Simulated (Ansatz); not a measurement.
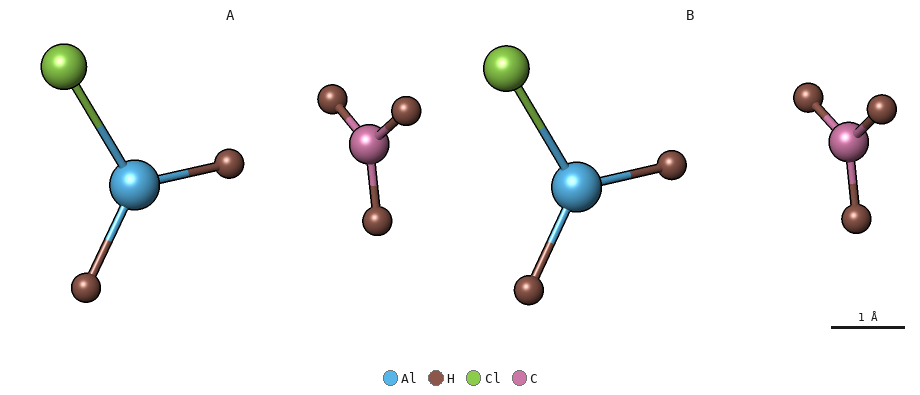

Two geometries of CH₅AlCl (multiplicity 2), drawn at one scale. One is the start of a relaxation, the other its converged end. A ball-and-stick model, seen at a tilt.

Computed with UKS PBE0-D4/6-31G* in Ansatz. Settings: collinear spin; force threshold 0.03 eV/Å; at most 50 steps.

Question: Which of the two is the end point?

Answer: Structure B is the relaxed one. The run prepares an end point of a later path (reaction) calculation, from a guessed geometry. The C atom moves most after the best rigid fit: 0.32 Å. Largest moves by element: C 0.32 Å, H 0.32 Å, Al 0.30 Å, Cl 0.29 Å. Some distances before and after: Al–H 1.570 → 1.582 Å. Over 6 accepted moves (8 points after the start) the energy falls by 0.87 kcal/mol. The largest force component goes from 0.36 to 0.0085 eV/Å. The line search rejected the trial steps at points 3, 6 of the run. The forces were under the threshold at step 5, but the run went on from there. Cost: 37 s on 1 thread of Arm Neoverse V1, on a shared host, peak memory 0.16 GiB.

Limits of the set-up: the start holds two separate molecules, 2.3 Å apart at their closest, whose relative position is a soft coordinate.
